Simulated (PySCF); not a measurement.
```xyz
17

B    -0.7265    0.2481    1.6842
O    -0.7664    0.2147    0.0240
C    -1.7311   -0.5687   -0.6445
C     0.0624    0.9706   -0.7962
S     1.2768   -0.0651   -1.6936
C     2.3178   -0.5343   -0.2836
H     0.1465    1.0096    1.9343
H    -0.4956   -0.8743    1.9993
H    -1.8044    0.6312    1.9970
H    -2.4747    0.0700   -1.1341
H    -2.2154   -1.1877    0.1058
H    -1.2470   -1.2024   -1.3949
H     0.6070    1.6713   -0.1635
H    -0.5078    1.5052   -1.5644
H     2.9920   -1.3093   -0.6325
H     2.8821    0.3323    0.0495
H     1.6844   -0.9113    0.5133
```

Geometry: GFN2-xTB.

Computed with BP86/pcSseg-1, SCF density, gas phase, non-relativistic in PySCF.

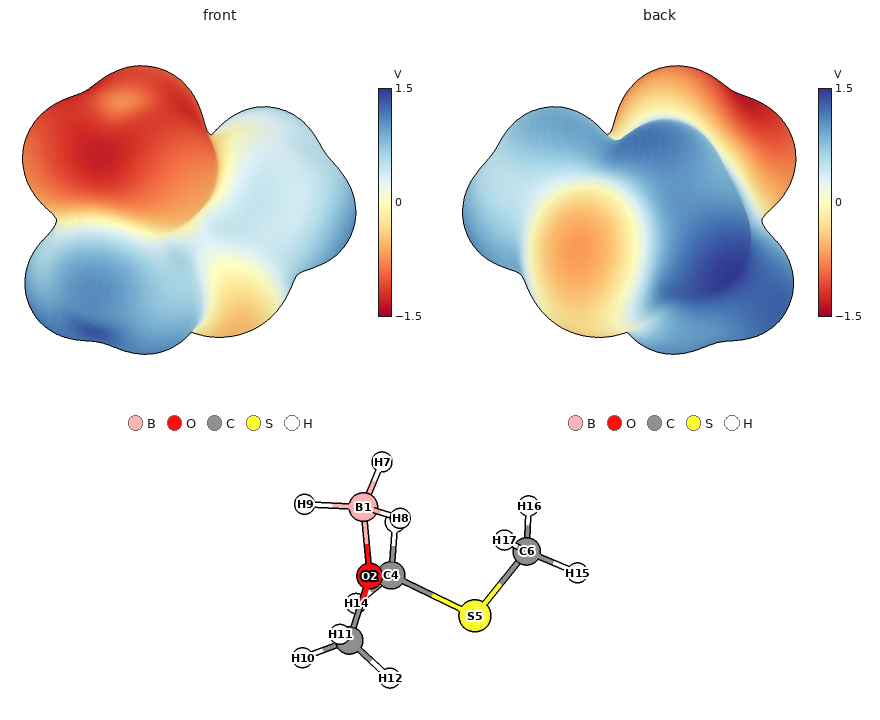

C3H11BOS (SMILES [BH3-][O+](C)CSC). The molecular electrostatic potential painted on the density surface at 0.002 e/bohr³, seen from the front and from behind; the colour scale runs from red (negative) to blue (positive). The bare structure is drawn below in the same view.

Which sites attract a positive test charge, and which a negative one?

A positive charge is drawn to the negative regions and a negative charge to the positive ones. The most negative region (about −1.3 V) lies over H9, the most positive (about +1.5 V) over H14.

How polar is the molecule by this calculation?

Its dipole moment is 3.18 D.
